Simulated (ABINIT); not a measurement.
**A GW run on LiCl (Fm-3m) in ABINIT, with inputs changed**

What do changed inputs do to GW on LiCl (Fm-3m)?

Program: ABINIT 10.8.3. Level of theory: PBE and many-body steps on it, plane waves. Results are calculated unless marked as measured.

### Step 1. The structure

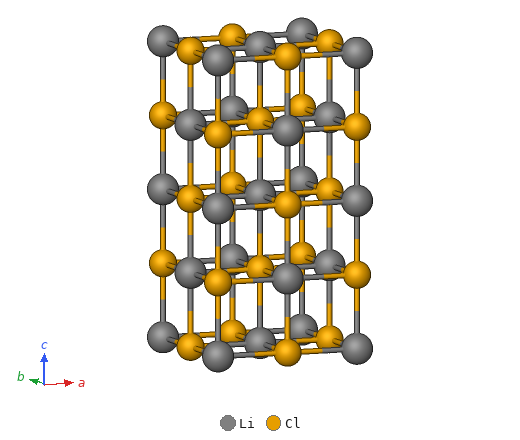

The starting structure, seen slightly off an axis (lithium grey, chlorine orange). 1×1×2 cells are drawn. This picture shows the conventional cell, with its axes. Some periodic images of atoms are drawn too.

The cell and positions come from the Crystallography Open Database and are kept as given unless a step says otherwise.

### Step 2. Screening, 6×6×6 mesh, 292 bands, screening to 304.8 eV

This step: ABINIT 10.8.3; RPA screening on PBE, plane waves, norm-conserving pseudopotentials.

The RPA dielectric matrix is built and inverted for each q.

run.abi

```
acell 3*1.0 Angstrom
rprim 
  0.000000000000 2.571500000000 2.571500000000
  2.571500000000 0.000000000000 2.571500000000
  2.571500000000 2.571500000000 -0.000000000000
ntypat 2
znucl 3 17
natom 2
typat 1 2
xred 
  0.000000000000 0.000000000000 0.000000000000
  0.500000000000 0.500000000000 0.500000000000
pp_dirpath "pseudos"
pseudos "Li.upf, Cl.upf"
ecut 33
ngkpt 6 6 6
nshiftk 1
shiftk 0 0 0
kptopt 1
chksymbreak 0
istwfk *1
occopt 1
irdwfk 1
optdriver 3
nband 292
ecuteps 11.2
inclvkb 2
awtr 1
symchi 1
indata_prefix "in"
outdata_prefix "out"
tmpdata_prefix "tmp"
```

Run with:

```
> OMP_NUM_THREADS=1 mpirun -n 4 abinit run.abi > log
```

Log:

```text
.Version 10.8.3 of ABINIT. v10.8.2 released Aug 2026.

 Symmetries : space group Fm -3 m (#225); Bravais cF (face-center cubic)
[... echo of the input left out ...]
== DATASET  1 ==================================================================
-   mpi_nproc: 4, omp_nthreads: 1 (-1 if OMP is not activated)

--- !DatasetInfo
iteration_state: {dtset: 1, }
dimensions: {natom: 2, nkpt: 16, mband: 292, nsppol: 1, nspinor: 1, nspden: 1, mpw: 2092, }
cutoff_energies: {ecut:  33.0, pawecutdg:  -1.0, }
electrons: {nelect:   1.00000000E+01, charge:   0.00000000E+00, occopt:   1.00000000E+00, tsmear:   1.00000000E-02, }

 SCREENING: Calculation of the susceptibility and dielectric matrices

 Based on a program developped by R.W. Godby, V. Olevano, G. Onida, and L. Reining.
 Incorporated in ABINIT by V. Olevano, G.-M. Rignanese, and M. Torrent.
.Using double precision arithmetic ; gwpc =  8

[... cell and pseudopotentials left out ...]
--------------------------------------------------------------------------------

 ==== K-mesh for the wavefunctions ====
 Number of points in the irreducible wedge :    16
[... list of points left out ...]
 Together with 48 symmetry operations and time-reversal symmetry
 yields   216 points in the full Brillouin Zone.

 ==== Q-mesh for the screening function ====
 Number of points in the irreducible wedge :    16
[... list of points left out ...]
 Together with 48 symmetry operations and time-reversal symmetry
 yields   216 points in the full Brillouin Zone.

 setmesh: FFT mesh size selected  =    27x   27x   27
          total number of points  =        19683

 vcoul_init : cutoff-mode = AUXILIARY_FUNCTION
 q-points for optical limit:   1
     1)      0.000010    0.000020    0.000030

- screening: taking advantage of time-reversal symmetry
- Maximum band index for partially occupied states nbvw = 5
- Remaining bands to be divided among processors   nbcw = 287
- Number of bands treated by each node ~71

 Number of electrons calculated from density =   10.0000; Expected =   10.0000
 average of density, n =  0.043573
 r_s =    1.7629
 omega_plasma =   20.1355 [eV]

 calculating chi0 at frequencies [eV] :
  1    0.000000E+00    0.000000E+00
  2    0.000000E+00    2.013550E+01

--------------------------------------------------------------------------------
  q-point number  1        q = ( 0.000000, 0.000000, 0.000000) [r.l.u.]
--------------------------------------------------------------------------------
[... chi0 elements left out ...]
 For q-point:  0.000010 0.000020 0.000030
  dielectric constant =   2.7540
  dielectric constant without local fields =   3.2521

  Average fulfillment of the sum rule on Im[epsilon] for q-point    1 :     92.67  [%]
[... wings left out ...]
  q-point number  2        q = ( 0.166667, 0.000000, 0.000000) [r.l.u.]
--------------------------------------------------------------------------------
[... chi0 elements left out ...]
  Average fulfillment of the sum rule on Im[epsilon] for q-point    2 :     94.37  [%]

 [... 14 further q-points ...]
```

The job ended after 5.9 min (4 MPI ranks of Arm Neoverse V1, shared host; peak memory 2.3 GiB).

Numbers from this step:

```
ε∞ with local fields, on this mesh, along the program's q direction : 2.754
the same without local fields                                       : 3.252
plasma frequency                                                    : 20.14 eV
plane waves in the screening matrix                                 : 411
```

Local fields lower ε∞ by 15 %.

### Step 3. Base

The self-energy is evaluated for the states that the input lists, and the levels follow from it, in one-shot runs by the linearised quasiparticle equation.

This step: G0W0 on PBE, plane waves, norm-conserving pseudopotentials.

Edit run.abi of step 2 so:

```diff
@@ -23,8 +23,15 @@
 irdwfk 1
-optdriver 3
+optdriver 4
 nband 292
+gwcalctyp 0
+ecutsigx 33
+symsigma 1
+nkptgw 1
+kptgw 
+  0.0000000000 0.0000000000 0.0000000000
+bdgw 
+  3 9
 ecuteps 11.2
-inclvkb 2
-awtr 1
-symchi 1
+irdscr 1
+ppmodel 1
 indata_prefix "in"
```

Log:

```text
.Version 10.8.3 of ABINIT. v10.8.2 released Aug 2026.

 Symmetries : space group Fm -3 m (#225); Bravais cF (face-center cubic)
[... echo of the input left out ...]
== DATASET  1 ==================================================================
-   mpi_nproc: 4, omp_nthreads: 1 (-1 if OMP is not activated)

--- !DatasetInfo
iteration_state: {dtset: 1, }
dimensions: {natom: 2, nkpt: 16, mband: 292, nsppol: 1, nspinor: 1, nspden: 1, mpw: 2092, }
cutoff_energies: {ecut:  33.0, pawecutdg:  -1.0, }
electrons: {nelect:   1.00000000E+01, charge:   0.00000000E+00, occopt:   1.00000000E+00, tsmear:   1.00000000E-02, }

 SIGMA: Calculation of the GW corrections

 Based on a program developped by R.W. Godby, V. Olevano, G. Onida, and L. Reining.
 Incorporated in ABINIT by V. Olevano, G.-M. Rignanese, and M. Torrent.
.Using double precision arithmetic ; gwpc =  8

[... cell and pseudopotentials left out ...]
--------------------------------------------------------------------------------

 ==== K-mesh for the wavefunctions ====
 Number of points in the irreducible wedge :    16
[... list of points left out ...]
 Together with 48 symmetry operations and time-reversal symmetry
 yields   216 points in the full Brillouin Zone.

 ==== Q-mesh for screening function ====
 Number of points in the irreducible wedge :    16
[... list of points left out ...]
 Together with 48 symmetry operations and time-reversal symmetry
 yields   216 points in the full Brillouin Zone.

 vcoul_init : cutoff-mode = AUXILIARY_FUNCTION
 q-points for optical limit:   1
     1)      0.000010    0.000020    0.000030
 setmesh: FFT mesh size selected  =    36x   36x   36
          total number of points  =        46656

 Number of electrons calculated from density =   10.0000; Expected =   10.0000
 average of density, n =  0.043573
 r_s =    1.7629
 omega_plasma =   20.1355 [eV]

 === KS Band Gaps ===
  >>>> For spin  1
   Minimum direct gap =   6.2845 [eV], located at k-point      :   0.0000  0.0000  0.0000
   Fundamental gap    =   6.2845 [eV], Top of valence bands at :   0.0000  0.0000  0.0000
                                       Bottom of conduction at :   0.0000  0.0000  0.0000
 SIGMA fundamental parameters:
 PLASMON POLE MODEL  1
 number of plane-waves for SigmaX                 2085
 number of plane-waves for SigmaC and W            411
 number of plane-waves for wavefunctions          2085
 number of bands                                   292
 number of independent spin polarizations            1
 number of spinorial components                      1
 number of k-points in IBZ                          16
 number of q-points in IBZ                          16
 number of symmetry operations                      48
 number of k-points in BZ                          216
 number of q-points in BZ                          216
 number of frequencies for dSigma/dE                 9
 frequency step for dSigma/dE [eV]                0.25
 number of omega for Sigma on real axis              0
 max omega for Sigma on real axis  [eV]           0.00
 zcut for avoiding poles [eV]                     0.10

 EPSILON^-1 parameters (SCR file):
 dimension of the eps^-1 matrix on file            411
 dimension of the eps^-1 matrix used               411
 number of plane-waves for wavefunctions          2085
 number of bands                                   292
 number of q-points in IBZ                          16
 number of frequencies                               2
 number of real frequencies                          1
 number of imag frequencies                          1

 matrix elements of self-energy operator (all in [eV])

 Perturbative Calculation

--- !SelfEnergy_ee
iteration_state: {dtset: 1, }
kpoint     : [   0.000,    0.000,    0.000, ]
spin       : 1
KS_gap     :    6.285
QP_gap     :    9.040
Delta_QP_KS:    2.755
data: !SigmaeeData |
     Band     E0 <VxcDFT>   SigX SigC(E0)      Z dSigC/dE  Sig(E)    E-E0       E
        3   0.193 -14.693 -19.029   1.735   0.802  -0.247 -16.778  -2.085  -1.892
        4   0.193 -14.693 -19.029   1.735   0.802  -0.247 -16.778  -2.085  -1.892
        5   0.193 -14.693 -19.029   1.735   0.802  -0.247 -16.778  -2.085  -1.892
        6   6.477  -9.170  -4.732  -3.646   0.846  -0.181  -8.500   0.670   7.147
        7  11.985  -9.607  -4.365  -3.857   0.840  -0.191  -8.444   1.162  13.147
        8  11.985  -9.607  -4.365  -3.857   0.840  -0.191  -8.444   1.162  13.147
        9  11.985  -9.607  -4.365  -3.857   0.840  -0.191  -8.444   1.162  13.147

== END DATASET(S) ==============================================================
================================================================================

 -outvars: echo values of variables after computation  --------
           etotal      0.0000000000E+00
            nband         292
             nkpt          16
          spgroup         225
 [... the other variables as echoed above ...]

 Calculation completed.
```

Run time: 66 s. Hardware: 4 MPI ranks; peak memory 2.5 GiB; 4.4 min of CPU time.

This step gave:

- G0W0 gap on the points computed: 9.039 eV
- starting gap on the mesh: 6.285 eV
- k of the valence top: 0, 0, 0
- k of the conduction bottom: 0, 0, 0
- Z at the valence top: 0.802
- Z at the conduction bottom: 0.846
- least direct G0W0 gap on the computed points: 9.039 eV

The gap on the mesh goes from 6.28 eV to 9.04 eV, a correction of +2.75 eV.

### Step 4. Coulomb singularity

Edit run.abi of step 3 so:

```diff
@@ -36,2 +36,3 @@
 ppmodel 1
+gw_icutcoul 3
 indata_prefix "in"
```

Log:

```text
.Version 10.8.3 of ABINIT. v10.8.2 released Aug 2026.

 Symmetries : space group Fm -3 m (#225); Bravais cF (face-center cubic)
[... echo of the input left out ...]
== DATASET  1 ==================================================================
-   mpi_nproc: 4, omp_nthreads: 1 (-1 if OMP is not activated)

--- !DatasetInfo
iteration_state: {dtset: 1, }
dimensions: {natom: 2, nkpt: 16, mband: 292, nsppol: 1, nspinor: 1, nspden: 1, mpw: 2092, }
cutoff_energies: {ecut:  33.0, pawecutdg:  -1.0, }
electrons: {nelect:   1.00000000E+01, charge:   0.00000000E+00, occopt:   1.00000000E+00, tsmear:   1.00000000E-02, }

 SIGMA: Calculation of the GW corrections

 Based on a program developped by R.W. Godby, V. Olevano, G. Onida, and L. Reining.
 Incorporated in ABINIT by V. Olevano, G.-M. Rignanese, and M. Torrent.
.Using double precision arithmetic ; gwpc =  8

[... cell and pseudopotentials left out ...]
--------------------------------------------------------------------------------

 ==== K-mesh for the wavefunctions ====
 Number of points in the irreducible wedge :    16
[... list of points left out ...]
 Together with 48 symmetry operations and time-reversal symmetry
 yields   216 points in the full Brillouin Zone.

 ==== Q-mesh for screening function ====
 Number of points in the irreducible wedge :    16
[... list of points left out ...]
 Together with 48 symmetry operations and time-reversal symmetry
 yields   216 points in the full Brillouin Zone.

 vcoul_init : cutoff-mode = CRYSTAL
 q-points for optical limit:   1
     1)      0.000010    0.000020    0.000030
 setmesh: FFT mesh size selected  =    36x   36x   36
          total number of points  =        46656

 Number of electrons calculated from density =   10.0000; Expected =   10.0000
[...]
number of q-points in BZ                          216
 number of frequencies for dSigma/dE                 9
 frequency step for dSigma/dE [eV]                0.25
 number of omega for Sigma on real axis              0
 max omega for Sigma on real axis  [eV]           0.00
 zcut for avoiding poles [eV]                     0.10

 EPSILON^-1 parameters (SCR file):
 dimension of the eps^-1 matrix on file            411
 dimension of the eps^-1 matrix used               411
 number of plane-waves for wavefunctions          2085
 number of bands                                   292
 number of q-points in IBZ                          16
 number of frequencies                               2
 number of real frequencies                          1
 number of imag frequencies                          1

 matrix elements of self-energy operator (all in [eV])

 Perturbative Calculation

--- !SelfEnergy_ee
iteration_state: {dtset: 1, }
kpoint     : [   0.000,    0.000,    0.000, ]
spin       : 1
KS_gap     :    6.285
QP_gap     :    8.954
Delta_QP_KS:    2.670
data: !SigmaeeData |
     Band     E0 <VxcDFT>   SigX SigC(E0)      Z dSigC/dE  Sig(E)    E-E0       E
        3   0.193 -14.693 -18.674   1.622   0.806  -0.241 -16.594  -1.900  -1.708
        4   0.193 -14.693 -18.674   1.622   0.806  -0.241 -16.594  -1.900  -1.708
        5   0.193 -14.693 -18.674   1.622   0.806  -0.241 -16.594  -1.900  -1.708
        6   6.477  -9.170  -4.732  -3.533   0.851  -0.176  -8.400   0.770   7.247
        7  11.985  -9.607  -4.365  -3.745   0.844  -0.185  -8.343   1.264  13.248
        8  11.985  -9.607  -4.365  -3.745   0.844  -0.185  -8.343   1.264  13.248
        9  11.985  -9.607  -4.365  -3.745   0.844  -0.185  -8.343   1.264  13.248

== END DATASET(S) ==============================================================
================================================================================

 -outvars: echo values of variables after computation  --------
           etotal      0.0000000000E+00
            nband         292
             nkpt          16
          spgroup         225
 [... the other variables as echoed above ...]

 Calculation completed.
```

It took 66 s on 4 MPI ranks; peak memory 2.5 GiB.

This step gave:

```
G0W0 gap on the points computed              : 8.955 eV
starting gap on the mesh                     : 6.285 eV
k of the valence top                         : 0, 0, 0
k of the conduction bottom                   : 0, 0, 0
Z at the valence top                         : 0.806
Z at the conduction bottom                   : 0.851
least direct G0W0 gap on the computed points : 8.955 eV
```

Against G0W0 in ABINIT (6×6×6 mesh, 292 bands, screening to 304.8 eV, Godby-Needs plasmon pole), the gap moves by −0.084 eV.

### Step 5. The runs together

Times are wall times on 4 MPI ranks of Arm Neoverse V1, shared host, good to a factor of about two. A run's time includes the screening step that it read.

```
                run   mesh  bands  screening cutoff (eV)  DFT gap (eV)  gap on the mesh (eV)  direct (eV)  ε∞ used   time
               base  6×6×6    292                  304.8         6.285                 9.039        9.039     2.75  7 min
Coulomb singularity  6×6×6    292                  304.8         6.285                 8.955        8.955     2.75  7 min
```

### Step 6. Outcome

```
base                : 9.039 eV
Coulomb singularity : 8.955 eV
known limits        : not at the basis limit
```

What this shows: Coulomb singularity: −0.084 eV against base (keys changed: gw_icutcoul). Bands and cutoff are finite, so the gap is not at the basis limit. The miss can reach some tenths of an eV and take either sign; the mesh is an error of its own. In the G0W0 runs levels were corrected at 1 k point alone, so a gap called «on the mesh» is the least over those, and an edge elsewhere would be missed.

[Paths, hosts, dates, memory and timing lines, banners, echoed tables and standing remarks are left out of the program output.]

[Logs are printed without paths, hosts, clocks, repeated set-up lines and the standing remarks that a program may print on its own settings, such as how far it seeks lower states.]

[Runs of the session that timed out or met a known fault of the program may be left out.]

[Hosts, paths, dates, database ids (printed as entryN), source tags and the programs' standing remarks are cut or masked in the printed files.]

[G0W0 gaps are taken among the corrected bands and points alone; a level outside them can change the order at an edge.]

[Where Ansatz stands beside ABINIT at settings called matched, ABINIT's density can come from a denser mesh and the files from another edition; pairs whose starting gaps differed by over 0.03 eV were left out, so agreement reads better than it is.]
